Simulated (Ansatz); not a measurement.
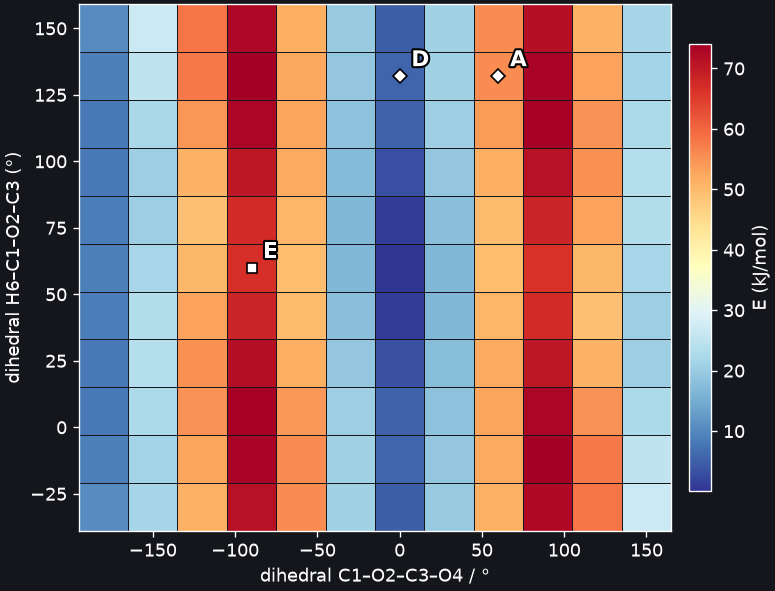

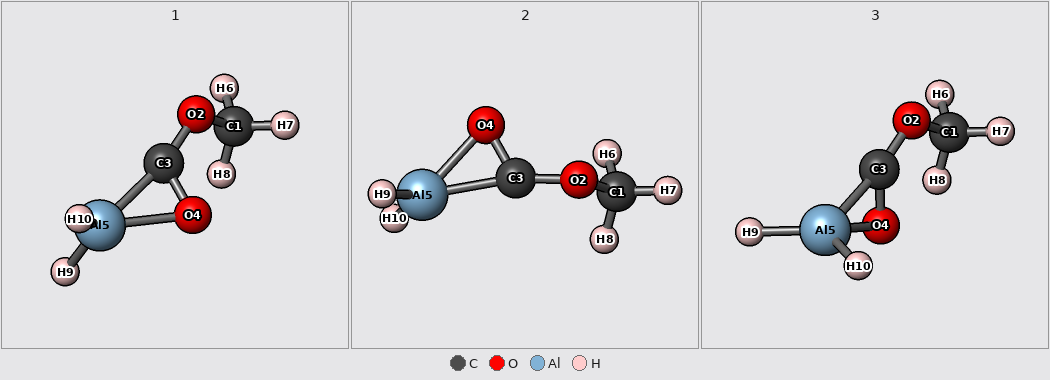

C₂H₅AlO₂. Coordinates scanned: (1) dihedral C1–O2–C3–O4; (2) dihedral H6–C1–O2–C3. Nothing is relaxed (all other coordinates rigid). The grid has 12 × 11 points. Points are written as (first, second). Energies: kJ/mol, counted from the relaxed molecule at the same level. All numbers below come from RKS PBE0-D4/def2-TZVP (Ansatz).

Drawn: one coloured cell a grid point, lettered points. The numbered pictures are the structures at these points, in random order.

Question: Which structure belongs to which point?

Answer: A is structure 1: (60°, 132°), 56 kJ/mol; D is structure 3: (0°, 132°), 6 kJ/mol; E is structure 2: (−90°, 60°), 67 kJ/mol.
